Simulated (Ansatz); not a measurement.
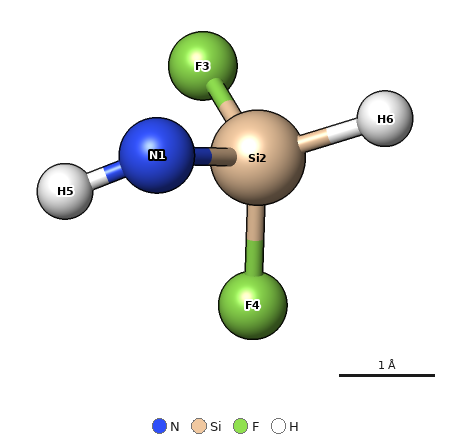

The structure (ball-and-stick view, seen at a tilt; atoms are numbered from 1 in the order of the input). Bond lengths as drawn: F–Si 1.65 Å, H–N 1.04 Å, H–Si 1.46 Å and N–Si 1.78 Å.

**Two runs on SiNH2F2**

System: SiNH2F2, multiplicity 2, SMILES [NH][SiH](F)F.
Method of run A: UHF-MP2, frozen core/def2-SVP (Ansatz 0.2.0).

Text and figures count atoms from 1; the logs count them from 0 in places.

## Input file, run A
```yaml
crystal:
  periodic: [false, false, false]
  atoms:
    - { symbol: "N", position_ang: [-0.425281, 1.160227, -0.637093] }
    - { symbol: Si, position_ang: [0.150649, -0.181486, 0.378771] }
    - { symbol: F, position_ang: [1.524625, -0.86078, -0.230245] }
    - { symbol: F, position_ang: [-1.03479, -1.326141, 0.300766] }
    - { symbol: H, position_ang: [-0.75923, 0.993719, -1.606974] }
    - { symbol: H, position_ang: [0.363303, 0.325167, 1.733302] }
magnetization:
  spin_polarized: true
  initial_magnetization: 1
basis:
  gaussian: { orbitals: def2-SVP }
hamiltonian:
  xc: hf
output:
  forces: true
correlation:
  method: mp2
scf:
  omitted_lower_state_checks: [cluster_reference]
```

Command:
```bash
ansatz run input.yaml --threads 1 --pin off --max-ram 2560MiB --backend cpu --events-out ev --progress --plain --runs-dir out
```

Hardware: 1 thread of Arm Neoverse N1, 98 GiB of memory available, shared host.

## Output (run A)
```
Engine: ansatz 0.2.0, aarch64-unknown-linux-gnu
Functional definition: HF
  exchange = exact_x
  correlation = 0
these checks for a lower state are left out or cut short: cluster_reference
668 factors; integrals over basis functions are off by at most 1.0e-3 eV
mean field evaluation 1: about -14779.1866 eV, gradient 2.5e1 eV
mean field evaluation 2: about -14779.2010 eV, gradient 2.5e1 eV
mean field evaluation 4: about -14781.7301 eV, gradient 2.0e0 eV
mean field evaluation 8: about -14781.7668 eV, gradient 3.1e-1 eV
mean field evaluation 16: about -14778.9234 eV, gradient 1.4e1 eV
mean field evaluation 32: about -14780.8967 eV, gradient 6.1e-2 eV
mean field -14781.76844483 eV, -543.2199709051 hartree, gradient 3.6e-6 eV, S^2 0.757215; 4 other end points of the search recorded, 0 dependent functions left out
8 core orbitals not correlated: weight in the atoms' cores, before any rotation towards them, 1.000 or more for the frozen orbitals, at most 0.000 for the correlated occupied ones
reference -14781.76844483 eV, -543.2199709051 hartree; 13, 12 occupied and 49, 50 virtual orbitals, 668 factors
second order -16.20232861 eV of doubles, -0.00000000 eV of singles
the calculation of the forces begins
Total energy: -14797.97077344 eV, -543.8153954991 hartree
Atom 0 at    -0.425281     1.160227    -0.637093 Å, force     0.189687    -0.322854     0.000018 eV/Å
Atom 1 at     0.150649    -0.181486     0.378771 Å, force    -0.516683    -0.349930    -1.569204 eV/Å
Atom 2 at     1.524625    -0.860780    -0.230245 Å, force    -0.956086     0.535919     0.569855 eV/Å
Atom 3 at    -1.034790    -1.326141     0.300766 Å, force     0.892916     0.616976     0.374860 eV/Å
Atom 4 at    -0.759230     0.993719    -1.606974 Å, force     0.339076    -0.193722     0.673094 eV/Å
Atom 5 at     0.363303     0.325167     1.733302 Å, force     0.051091    -0.286388    -0.048622 eV/Å
Dipole moment:    -0.034938     0.113117    -0.033802 e Å
Checks for a lower state left out: cluster_reference
```

For run B the input was changed thus:
```diff
-    - { symbol: "N", position_ang: [-0.425281, 1.160227, -0.637093] }
-    - { symbol: Si, position_ang: [0.150649, -0.181486, 0.378771] }
-    - { symbol: F, position_ang: [1.524625, -0.86078, -0.230245] }
-    - { symbol: F, position_ang: [-1.03479, -1.326141, 0.300766] }
-    - { symbol: H, position_ang: [-0.75923, 0.993719, -1.606974] }
-    - { symbol: H, position_ang: [0.363303, 0.325167, 1.733302] }
+    - { symbol: "N", position_ang: [-0.310303, 1.171054, -0.639011] }
+    - { symbol: Si, position_ang: [0.098657, -0.197308, 0.359737] }
+    - { symbol: F, position_ang: [1.461379, -0.789703, -0.256921] }
+    - { symbol: F, position_ang: [-1.00217, -1.371077, 0.358691] }
+    - { symbol: H, position_ang: [-0.288995, 0.939637, -1.657502] }
+    - { symbol: H, position_ang: [0.321168, 0.176931, 1.751854] }
```

How does run B compare with run A?

With the same method and basis, run B lies 1.8 kcal/mol lower. The largest force goes from 1.689 to 0.839 eV/Å.

## Output (run B)
```
Engine: ansatz 0.2.0, aarch64-unknown-linux-gnu
Functional definition: HF
  exchange = exact_x
  correlation = 0
these checks for a lower state are left out or cut short: cluster_reference
668 factors; integrals over basis functions are off by at most 9.5e-4 eV
mean field evaluation 1: about -14779.4750 eV, gradient 2.5e1 eV
mean field evaluation 2: about -14779.4765 eV, gradient 2.5e1 eV
mean field evaluation 4: about -14781.8730 eV, gradient 2.0e0 eV
mean field evaluation 8: about -14781.9076 eV, gradient 1.6e-3 eV
mean field evaluation 16: about -14781.7719 eV, gradient 2.3e0 eV
mean field -14781.90763374 eV, -543.2250860029 hartree, gradient 2.6e-6 eV, S^2 0.756849; 3 other end points of the search recorded, 0 dependent functions left out
8 core orbitals not correlated: weight in the atoms' cores, before any rotation towards them, 1.000 or more for the frozen orbitals, at most 0.000 for the correlated occupied ones
reference -14781.90763374 eV, -543.2250860029 hartree; 13, 12 occupied and 49, 50 virtual orbitals, 668 factors
second order -16.14230163 eV of doubles, -0.00000000 eV of singles
the calculation of the forces begins
Total energy: -14798.04993537 eV, -543.8183046462 hartree
Atom 0 at    -0.310303     1.171054    -0.639011 Å, force    -0.225719    -0.074781    -0.804162 eV/Å
Atom 1 at     0.098657    -0.197308     0.359737 Å, force     0.208431     0.121712     0.304871 eV/Å
Atom 2 at     1.461379    -0.789703    -0.256921 Å, force     0.339613    -0.261260    -0.049475 eV/Å
Atom 3 at    -1.002170    -1.371077     0.358691 Å, force    -0.237196    -0.048540    -0.181433 eV/Å
Atom 4 at    -0.288995     0.939637    -1.657502 Å, force    -0.080169     0.182121     0.741731 eV/Å
Atom 5 at     0.321168     0.176931     1.751854 Å, force    -0.004959     0.080748    -0.011532 eV/Å
Dipole moment:    -0.036810     0.081044    -0.114653 e Å
Checks for a lower state left out: cluster_reference
```

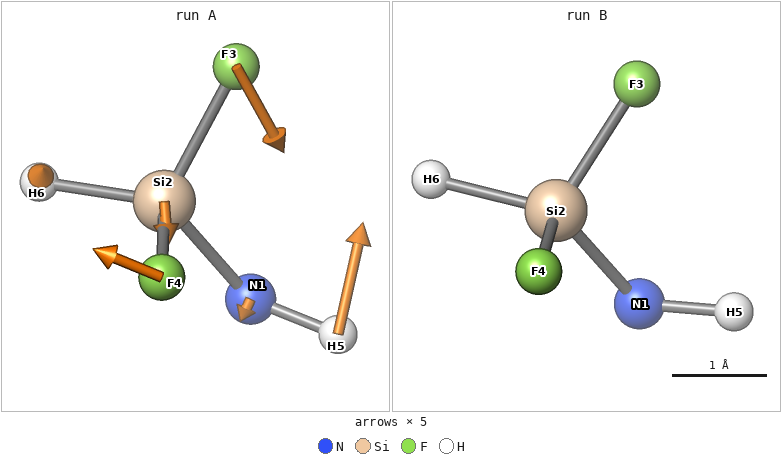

The two input geometries at one scale (ball-and-stick view, seen at an oblique angle). The orange arrows on the first give the shifts of the atoms after the best rigid fit, magnified 5 times. The atom that moves furthest after the best rigid fit is H5 (0.25 Å). Largest moves by element: H 0.25 Å, F 0.23 Å, Si 0.10 Å, N 0.05 Å. Among the contacts that change: Si2–F3 1.649 → 1.609 Å, N1–Si2 1.779 → 1.743 Å, N1–H5 1.039 → 1.045 Å.

## The two runs side by side

| quantity | run A | run B |
| --- | --- | --- |
| outcome | converged | converged |
| total energy (hartree) | −543.815395 | −543.818305 |
| ⟨S²⟩ | 0.757 | 0.757 |
| largest force (eV/Å) | 1.689 | 0.839 |
| wall time (shared host) | 5.9 s | 5.1 s |
